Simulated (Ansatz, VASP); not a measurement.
# Bi2Te3 (Tellurobismuthite) in two plane-wave programs, part 2 of 3

One calculation is typed for both programs; each brings its own data sets and cutoff. How far apart do they land?

VASP 6.6.1 and Ansatz 0.2.0.

So far. Step 2 (VASP: band structure, LDA): The run ends at a pressure of -1.87 GPa, with forces up to 0.15 eV/Å.

### Step 4. Differences

Known differences besides the PAW data sets themselves: the two LDA forms differ slightly; the data sets hold 78 valence electrons in Ansatz (default PAW (the set named soft_2) files) and 48 in VASP; the cutoff is 420 eV in Ansatz and 350 eV in VASP; Ansatz makes its cores anew for this functional, VASP keeps those of its LDA data sets. Total energies have different zeros and are not compared.

Both answers:

```csv
quantity,Ansatz,VASP,difference
pressure (GPa),-1.77,-1.87,+0.10
gap over the path points (eV),0.210,0.197,+0.013
```

Forces (eV/Å; atoms numbered as in POSCAR):

```csv
atom,"Ansatz x, y, z","VASP x, y, z"
Bi1,"0.000, 0.000, -0.067","0.000, 0.000, -0.048"
Bi2,"0.000, 0.000, 0.067","0.000, 0.000, 0.048"
Te3,"0.000, 0.000, -0.182","0.000, 0.000, -0.150"
Te4,"0.000, 0.000, 0.182","0.000, 0.000, 0.150"
Te5,"0.000, 0.000, 0.000","0.000, 0.000, 0.000"
```

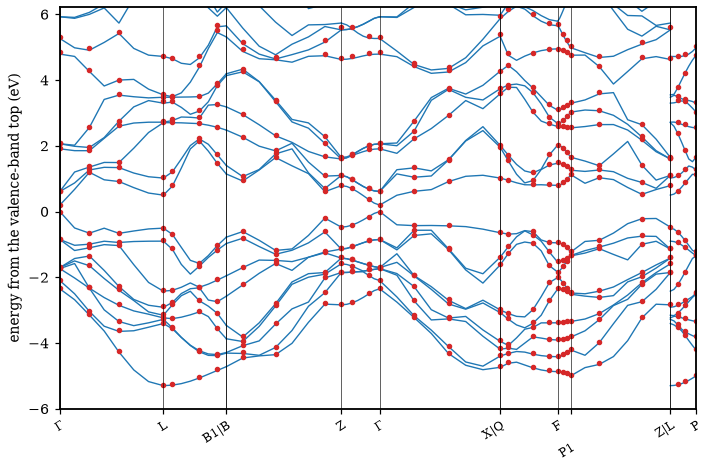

Bands from VASP (lines) and levels from Ansatz (dots). Dots without a line are higher empty bands that the VASP plot leaves out.

Levels at points of the path, from each program's valence-band top (eV; 4 filled, then empty):

```csv
k (reciprocal lattice),Ansatz,VASP
0.000 0.000 0.000,-1.68 -0.82 -0.82 0.00 0.21 0.63 0.63,-1.71 -0.85 -0.85 0.00 0.20 0.61 0.61
0.143 0.000 0.000,-1.34 -1.08 -0.99 -0.64 1.21 1.29 1.38,-1.35 -1.10 -0.99 -0.66 1.20 1.26 1.35
0.286 0.000 0.000,-2.27 -1.02 -0.92 -0.66 0.94 1.36 1.51,-2.28 -1.03 -0.94 -0.66 0.91 1.34 1.49
0.500 0.000 0.000,-2.88 -2.40 -0.88 -0.49 0.52 1.04 2.72,-2.91 -2.42 -0.90 -0.50 0.50 1.02 2.70
0.500 0.025 -0.025,-2.74 -2.38 -1.12 -0.68 0.79 1.23 2.72,-2.77 -2.40 -1.15 -0.69 0.77 1.21 2.70
0.500 0.101 -0.101,-2.30 -2.28 -1.64 -1.56 2.16 2.23 2.69,-2.32 -2.30 -1.66 -1.58 2.15 2.21 2.67
0.500 0.152 -0.152,-2.72 -2.06 -1.16 -1.02 1.48 1.75 2.58,-2.74 -2.08 -1.17 -1.03 1.47 1.73 2.56
0.777 0.500 0.223,-2.21 -1.69 -0.79 -0.60 0.95 1.08 2.28,-2.23 -1.70 -0.81 -0.61 0.93 1.06 2.26
0.685 0.500 0.315,-1.56 -1.46 -1.28 -1.17 1.66 1.77 1.87,-1.58 -1.49 -1.30 -1.18 1.64 1.75 1.85
0.546 0.500 0.454,-1.23 -1.21 -0.60 -0.19 0.63 0.72 1.10,-1.25 -1.23 -0.62 -0.20 0.61 0.70 1.08
```

The forces differ by 14 meV/Å r.m.s., which is 24.0 % of the r.m.s. force of 0.06 eV/Å (both taken over all components). Among the levels compared (up to four filled and three empty ones at each point), filled levels agree within 28 meV and empty ones within 30 meV. Ansatz's pressure holds a Pulay correction of 0.03 GPa; VASP's holds none.

### Step 5. Looking for the cause

The difference is large enough to ask for its cause, so further runs change the set-up of one program at a time, as the table lists.

```csv
run,r.m.s. force difference (meV/Å)
as above,14
"cores kept as stored, as VASP does, whose cores stay as stored",13
Ansatz's all-electron LAPW method,13
Ansatz's larger PAW set (cutoff 600 eV),13
norm-conserving potentials (cutoff 1120 eV),14
```

### Step 6. Ansatz: band structure, PBE

Levels along a path test the potential and the projectors away from the mesh points.

The input, input.yaml:

```yaml
crystal:
  lattice:
    - [2.193, 1.2661291403, 10.1656666667]
    - [-2.193, 1.2661291403, 10.1656666667]
    - [0.0, -2.5322582807, 10.1656666667]
  atoms:
    - { symbol: Bi, position: [0.6, 0.6, 0.6] }
    - { symbol: Bi, position: [0.4, 0.4, 0.4] }
    - { symbol: Te, position: [0.7905, 0.7905, 0.7905] }
    - { symbol: Te, position: [0.2095, 0.2095, 0.2095] }
    - { symbol: Te, position: [0.0, 0.0, 0.0] }
hamiltonian:
  xc: pbe
  pseudopotentials: { kind: paw }
kpoints:
  mp_grid: { grid: [6, 6, 6] }
  band_path:
    path:
      - [0.0, 0.0, 0.0]
      - [0.14286, 0.0, 0.0]
      - [0.28571, 0.0, 0.0]
      - [0.5, 0.0, 0.0]
      - [0.5, 0.02529, -0.02529]
      - [0.5, 0.10115, -0.10115]
      - [0.5, 0.15172, -0.15172]
      - [0.77685, 0.5, 0.22315]
      - [0.68457, 0.5, 0.31543]
      - [0.54614, 0.5, 0.45386]
      - [0.5, 0.5, 0.5]
      - [0.35714, 0.35714, 0.35714]
      - [0.14286, 0.14286, 0.14286]
      - [0.0, 0.0, 0.0]
      - [0.09672, 0.0, -0.09672]
      - [0.19343, 0.0, -0.19343]
      - [0.3385, 0.0, -0.3385]
      - [0.63842, 0.36158, 0.0]
      - [0.56921, 0.43079, 0.0]
      - [0.52307, 0.47693, 0.0]
      - [0.5, 0.5, 0.0]
      - [0.56921, 0.56921, 0.07586]
      - [0.61535, 0.61535, 0.12643]
      - [0.6615, 0.6615, 0.17701]
      - [0.61535, 0.61535, 0.26929]
      - [0.54614, 0.54614, 0.40772]
      - [0.5, 0.5, 0.5]
      - [0.59228, 0.09672, 0.09672]
      - [0.68457, 0.19343, 0.19343]
      - [0.82299, 0.3385, 0.3385]
    npoints: 1
scf:
  occupations: { method: gaussian, width: 0.03 }
  n_extra_bands: 8
output:
  forces: true
  stress: true
  eigenvalues: true
```

Started as:

```sh
$ ansatz run input.yaml --threads 2 --pin off --max-ram 4608MiB --backend cpu --events-out ev --progress --plain --runs-dir out
```

Numbers of over 12 decimals in the logs are rounded to 6 here.

The program printed:

```text
[...]
Crystal: 5 atoms, lattice volume = 169.357 Å³
Basis set: ecut = 420 eV, 3345 PW (Γ), FFT grids on a1−a3, a2−a3, a3, exchange–correlation on 60×60×144 points (8 copies of the dense FFT grid, shifted against one another)
Bands: 47, of which v1, the nominal top of the filled ones, is band 39 counted from 1 (38 counted from 0)
Symmetry: 12 space group operations
[...]
k-point 0: bands = [... 35 lower, 7.6100, 8.4485, 8.4485, 9.3176, 9.6095, 9.9687, 9.9687, 11.2879, ... 4 higher]
  k-point 1: bands = [... 35 lower, 7.8743, 8.2304, 8.3334, 8.7676, 10.4825, 10.6847, 10.8197, 11.3400, ... 4 higher]
  k-point 2: bands = [... 35 lower, 6.7631, 7.9077, 8.3818, 8.7047, 10.1797, 10.5791, 11.1348, 12.0572, ... 4 higher]
  k-point 31: bands = [... 35 lower, 7.9047, 8.1573, 8.1573, 8.8751, 10.1606, 10.4508, 10.4508, 10.9608, ... 4 higher]
[key lines of the parts left out:]
SCF converged after 7 iterations
Free energy (F): -45734.108669 eV
Fermi energy:    9.463567 eV
P = ⅓ Tr σ = 1.9014 GPa (19.014 kbar)
```

The job ended after 13 s (2 threads of Arm Neoverse V2, shared host; peak memory 0.52 GiB).

### Step 7. VASP: band structure, PBE

The same cell, functional, mesh and smearing now go to VASP, with its own data sets and cutoff.

The input, INCAR:

```
SYSTEM = Bi2Te3
PREC = Accurate
ENCUT = 350
EDIFF = 1E-06
NELM = 100
ISMEAR = 0
SIGMA = 0.03
LREAL = .FALSE.
ALGO = Normal
GGA = PE
NBANDS = 39
LORBIT = 11
LWAVE = .FALSE.
LCHARG = .FALSE.
KPAR = 4
```

The input, POSCAR:

```
Bi2Te3
1.0
    2.1930000000      1.2661291403     10.1656666667
   -2.1930000000      1.2661291403     10.1656666667
    0.0000000000     -2.5322582807     10.1656666667
Bi Te
2 3
Direct
    0.6000000000      0.6000000000      0.6000000000
    0.4000000000      0.4000000000      0.4000000000
    0.7905000000      0.7905000000      0.7905000000
    0.2095000000      0.2095000000      0.2095000000
    0.0000000000      0.0000000000      0.0000000000
```

The input, KPOINTS:

```
Automatic mesh
0
Gamma
6 6 6
0 0 0
```

The input, KPOINTS_OPT:

```
Line mode
8
Line-mode
Reciprocal
  0.00000000   0.00000000   0.00000000 GAMMA
  0.50000000   0.00000000   0.00000000 L

  0.50000000   0.00000000   0.00000000 L
  0.50000000   0.17700839  -0.17700839 B1

  0.82299161   0.50000000   0.17700839 B
  0.50000000   0.50000000   0.50000000 Z

  0.50000000   0.50000000   0.50000000 Z
  0.00000000   0.00000000   0.00000000 GAMMA

  0.00000000   0.00000000   0.00000000 GAMMA
  0.33850420   0.00000000  -0.33850420 X

  0.66149580   0.33850420   0.00000000 Q
  0.50000000   0.50000000   0.00000000 F

  0.50000000   0.50000000   0.00000000 F
  0.66149580   0.66149580   0.17700839 P1

  0.66149580   0.66149580   0.17700839 P1
  0.50000000   0.50000000   0.50000000 Z

  0.50000000   0.00000000   0.00000000 L
  0.82299161   0.33850420   0.33850420 P
```

PAW data sets: Bi_d and Te (PBE family, release 64).

Started as:

```sh
$ mpirun -np 4 vasp_std
```

The program printed:

```text
[banner, memory and clock lines left out]
running    4 mpi-ranks, on    1 nodes
[...]
LDA part: xc-table for (Slater+PW92), standard interpolation
 POSCAR, INCAR and KPOINTS ok, starting setup
[...]
entering main loop
       N       E                     dE             d eps       ncg     rms          rms(c)
DAV:   1     0.378845130528E+03    0.37885E+03   -0.17128E+04  2512   0.895E+02
DAV:   2     0.206212140113E+02   -0.35822E+03   -0.33914E+03  2643   0.275E+02
DAV:   3    -0.171152190978E+02   -0.37736E+02   -0.36749E+02  3065   0.106E+02
DAV:   4    -0.185290588616E+02   -0.14138E+01   -0.14101E+01  2971   0.231E+01
[...]
DAV:  12    -0.183291033356E+02   -0.66238E-05   -0.14267E-05  2677   0.151E-02    0.134E-02
DAV:  13    -0.183291052481E+02   -0.19125E-05   -0.33541E-06  2613   0.951E-03    0.208E-03
DAV:  14    -0.183291052568E+02   -0.87311E-08   -0.27063E-07  1824   0.333E-03
   1 F= -.18329105E+02 E0= -.18329105E+02  d E =-.128699E-12
 Start KPOINTS_OPT (optional k-point list driver)
k-point batch [1-32\72]
       N       E                     dE             ncg
DAV:   1     0.261632097207E+04   -0.17109E+05     2512
DAV:   2    -0.878483501317E+04   -0.11401E+05     2656
DAV:   3    -0.100173574290E+05   -0.12325E+04     3002
DAV:   4    -0.100644198560E+05   -0.47062E+02     2948
DAV:   5    -0.100667382330E+05   -0.23184E+01     3707
DAV:   6    -0.100667653911E+05   -0.27158E-01     3199
DAV:   7    -0.100667662293E+05   -0.83815E-03     3751
DAV:   8    -0.100667662391E+05   -0.97904E-05     2754
DAV:   9    -0.100667662395E+05   -0.44035E-06     1826
[...]
k-point batch [65-72\72]
       N       E                     dE             ncg
DAV:   1     0.228480079103E+05   -0.81195E+04      624
DAV:   2     0.199823513750E+05   -0.28657E+04      640
DAV:   3     0.196862246625E+05   -0.29613E+03      758
DAV:   4     0.196756694398E+05   -0.10555E+02      744
DAV:   5     0.196751183806E+05   -0.55106E+00      961
DAV:   6     0.196751125039E+05   -0.58766E-02      770
DAV:   7     0.196751122995E+05   -0.20437E-03      961
DAV:   8     0.196751122970E+05   -0.25317E-05      675
DAV:   9     0.196751122969E+05   -0.11094E-06      473
```

OUTCAR, selected parts (step 7):

```text
  Total        1.8378092      1.8378092      1.6522957      0.0000000     -0.0000000      0.0000000
  in kB       17.3863032     17.3863032     15.6312825      0.0000000     -0.0000000      0.0000000
  external PRESSURE =      16.8012963 kB  Pullay stress =       0.0000000 kB

 POSITION                                       TOTAL-FORCE (eV/Angst)
 -----------------------------------------------------------------------------------
      0.00000     -0.00000     18.29820         0.000000      0.000000     -0.014677
      0.00000     -0.00000     12.19880         0.000000     -0.000000      0.014677
      0.00000     -0.00000     24.10788         0.000000      0.000000     -0.023252
      0.00000     -0.00000      6.38912         0.000000     -0.000000      0.023252
      0.00000      0.00000      0.00000         0.000000      0.000000      0.000000
 -----------------------------------------------------------------------------------
    total drift:                               -0.000000     -0.000000     -0.000000

  FREE ENERGIE OF THE ION-ELECTRON SYSTEM (eV)
  ---------------------------------------------------
  free  energy   TOTEN  =       -18.3291052568 eV

  energy  without entropy=      -18.3291052568  energy(sigma->0) =      -18.32910526

[... 2 parts as in an earlier step ...]

[... 1 further part left out ...]
[key lines of the parts left out:]
E-fermi :   6.3685
```

The run ends at a pressure of 1.68 GPa, with forces up to 0.023 eV/Å.

### Step 8. Comparison

What differs besides the data sets and the points named for the pairs above, as far as they apply: VASP leaves aspherical gradient terms in its spheres out (LASPH is not set), Ansatz keeps them. Total energies have different zeros and are not compared.

Compared:

```csv
quantity,Ansatz,VASP,difference
pressure (GPa),1.90,1.68,+0.22
gap over the path points (eV),0.292,0.280,+0.012
```

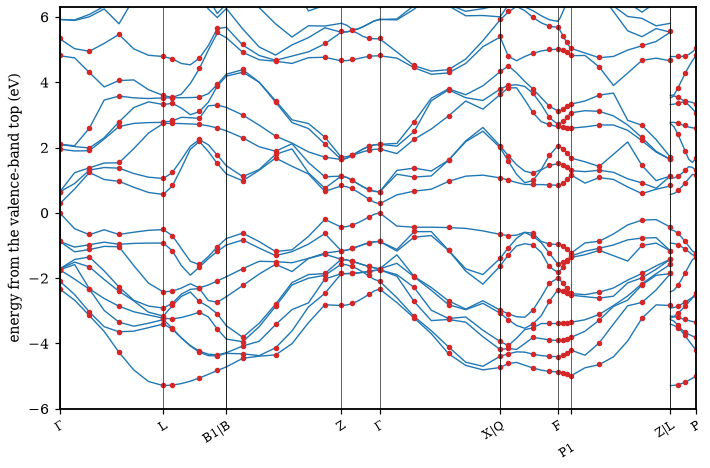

Bands from VASP (lines) and levels from Ansatz (dots). Dots without a line are higher empty bands that the VASP plot leaves out.

Levels at points of the path, from each program's valence-band top (eV; 4 filled, then empty):

```csv
k (reciprocal lattice),Ansatz,VASP
0.000 0.000 0.000,-1.71 -0.87 -0.87 0.00 0.29 0.65 0.65,-1.71 -0.87 -0.87 0.00 0.28 0.64 0.64
0.143 0.000 0.000,-1.34 -1.12 -0.98 -0.66 1.25 1.32 1.39,-1.35 -1.12 -0.97 -0.67 1.24 1.31 1.38
0.286 0.000 0.000,-2.26 -1.03 -0.96 -0.66 0.98 1.38 1.54,-2.27 -1.04 -0.96 -0.66 0.97 1.37 1.53
0.500 0.000 0.000,-2.91 -2.42 -0.92 -0.51 0.58 1.06 2.75,-2.92 -2.42 -0.92 -0.51 0.56 1.05 2.74
0.500 0.025 -0.025,-2.76 -2.39 -1.15 -0.69 0.84 1.24 2.75,-2.77 -2.40 -1.16 -0.70 0.83 1.24 2.74
0.500 0.101 -0.101,-2.31 -2.30 -1.66 -1.58 2.19 2.26 2.72,-2.32 -2.30 -1.66 -1.58 2.19 2.25 2.71
0.500 0.152 -0.152,-2.73 -2.08 -1.18 -1.03 1.52 1.78 2.61,-2.73 -2.09 -1.18 -1.04 1.51 1.77 2.60
0.777 0.500 0.223,-2.22 -1.70 -0.83 -0.61 0.99 1.12 2.31,-2.23 -1.71 -0.83 -0.62 0.98 1.11 2.30
0.685 0.500 0.315,-1.57 -1.49 -1.30 -1.18 1.69 1.80 1.90,-1.57 -1.49 -1.31 -1.18 1.68 1.79 1.89
0.546 0.500 0.454,-1.26 -1.23 -0.63 -0.20 0.67 0.77 1.11,-1.27 -1.23 -0.64 -0.20 0.66 0.76 1.11
```

At this near-relaxed geometry the largest component of a force difference is 15 meV/Å. Among the levels compared (up to four filled and three empty ones at each point), filled levels agree within 11 meV and empty ones within 18 meV.

### Step 9. VASP: band structure, LDA, spin-orbit coupling

Levels along a path test the potential and the projectors away from the mesh points.

INCAR: that of step 7 with these lines changed.

```diff
@@ -9,4 +9,9 @@
 ALGO = Normal
-GGA = PE
-NBANDS = 39
+GGA = CA
+LNONCOLLINEAR = .TRUE.
+MAGMOM = 0 0 0 0 0 0 0 0 0 0 0 0 0 0 0
+NBANDS = 60
+GGA_COMPAT = .FALSE.
+LASPH = .TRUE.
+LSORBIT = .TRUE.
 LORBIT = 11
```

POSCAR is that of step 7.

KPOINTS is that of step 7.

KPOINTS_OPT is that of step 7.

Potentials, in the order of the species: Bi_d and Te (LDA family, release 64).

Started as:

```sh
$ mpirun -np 4 vasp_ncl
```

The program printed:

```text
[... set-up lines as in an earlier step ...]
 entering main loop
       N       E                     dE             d eps       ncg     rms          rms(c)
DAV:   1     0.405518433900E+03    0.40552E+03   -0.17492E+04  3896   0.117E+03
DAV:   2     0.248376023768E+02   -0.38068E+03   -0.36659E+03  4212   0.345E+02
DAV:   3    -0.211693878872E+02   -0.46007E+02   -0.44659E+02  4712   0.146E+02
DAV:   4    -0.233954625642E+02   -0.22261E+01   -0.21943E+01  4548   0.348E+01
[...]
DAV:  12    -0.233292856182E+02   -0.19350E-05   -0.19945E-05  3840   0.215E-02    0.182E-02
DAV:  13    -0.233292875083E+02   -0.18901E-05   -0.42949E-06  4456   0.108E-02    0.889E-03
DAV:  14    -0.233292879914E+02   -0.48309E-06   -0.44359E-07  2260   0.583E-03
   1 F= -.23329288E+02 E0= -.23329288E+02  d E =-.490320E-06  mag=     0.0000    -0.0000    -0.0000
 Start KPOINTS_OPT (optional k-point list driver)
k-point batch [1-32\72]
       N       E                     dE             ncg
DAV:   1     0.361067403033E+04   -0.14575E+05     3920
DAV:   2    -0.859091864182E+04   -0.12202E+05     4220
DAV:   3    -0.101233874408E+05   -0.15325E+04     4712
DAV:   4    -0.102045673757E+05   -0.81180E+02     4552
[...]
DAV:   8    -0.102087148892E+05   -0.62209E-04     5140
DAV:   9    -0.102087148916E+05   -0.23821E-05     3300
DAV:  10    -0.102087148919E+05   -0.30367E-06     2576
[...]
k-point batch [65-72\72]
       N       E                     dE             ncg
DAV:   1     0.227579174657E+05   -0.77863E+04      968
DAV:   2     0.197322353136E+05   -0.30257E+04     1064
DAV:   3     0.193745483686E+05   -0.35769E+03     1112
DAV:   4     0.193571064623E+05   -0.17442E+02     1168
DAV:   5     0.193561221125E+05   -0.98435E+00     1392
DAV:   6     0.193561034181E+05   -0.18694E-01     1372
DAV:   7     0.193561027327E+05   -0.68538E-03     1440
DAV:   8     0.193561027197E+05   -0.13021E-04     1296
DAV:   9     0.193561027191E+05   -0.56252E-06      804
```

OUTCAR, selected parts (step 9):

```text
  Total       -1.3963077     -1.3963077     -1.8735622      0.0000000      0.0000000      0.0000000
  in kB      -13.2095479    -13.2095479    -17.7245388      0.0000000      0.0000000      0.0000000
  external PRESSURE =     -14.7145448 kB  Pullay stress =       0.0000000 kB

 POSITION                                       TOTAL-FORCE (eV/Angst)
 -----------------------------------------------------------------------------------
      0.00000     -0.00000     18.29820         0.000000      0.000000     -0.010898
      0.00000     -0.00000     12.19880         0.000000     -0.000000      0.010898
      0.00000     -0.00000     24.10788         0.000000      0.000000     -0.009482
      0.00000     -0.00000      6.38912         0.000000     -0.000000      0.009482
      0.00000      0.00000      0.00000         0.000000      0.000000     -0.000000
 -----------------------------------------------------------------------------------
    total drift:                               -0.000000     -0.000000      0.000000

  FREE ENERGIE OF THE ION-ELECTRON SYSTEM (eV)
  ---------------------------------------------------
  free  energy   TOTEN  =       -23.3292879914 eV

  energy  without entropy=      -23.3292875011  energy(sigma->0) =      -23.32928775

 magnetization (x)
# of ion       s       p       d       tot
------------------------------------------
    1        0.000  -0.000   0.000  -0.000
    2        0.000  -0.000   0.000  -0.000
    3        0.000   0.000   0.000   0.000
    4        0.000  -0.000   0.000  -0.000
    5       -0.000   0.000   0.000  -0.000
--------------------------------------------------
tot          0.000  -0.000   0.000  -0.000

 magnetization (y)
# of ion       s       p       d       tot
------------------------------------------
    1        0.000   0.000   0.000   0.000
    2        0.000   0.000   0.000   0.000
    3        0.000   0.000   0.000   0.000
    4        0.000   0.000   0.000   0.000
    5        0.000   0.000   0.000   0.000
--------------------------------------------------
tot          0.000   0.000   0.000   0.000

 magnetization (z)
# of ion       s       p       d       tot
------------------------------------------
    1        0.000   0.000   0.000   0.000
    2        0.000   0.000   0.000   0.000
    3        0.000   0.000   0.000   0.000
    4        0.000   0.000   0.000   0.000
    5        0.000   0.000   0.000   0.000
--------------------------------------------------
tot          0.000   0.000   0.000   0.000

[... 1 part as in an earlier step ...]

[... 2 further parts left out ...]
[key lines of the parts left out:]
E-fermi :   5.9577
```

The run ends at a pressure of -1.47 GPa, with forces up to 0.011 eV/Å.

[end of part 2 of 3]

[Lines on the potential files, build, host, timing and source positions are cut from VASP's logs without a mark.]

[Logs are printed without paths, hosts, clocks, repeated set-up lines and the standing remarks that a program may print on its own settings, such as how far it seeks lower states.]

[Hosts, paths, dates, database ids (printed as entryN), source tags and the programs' standing remarks are cut or masked in the printed files.]
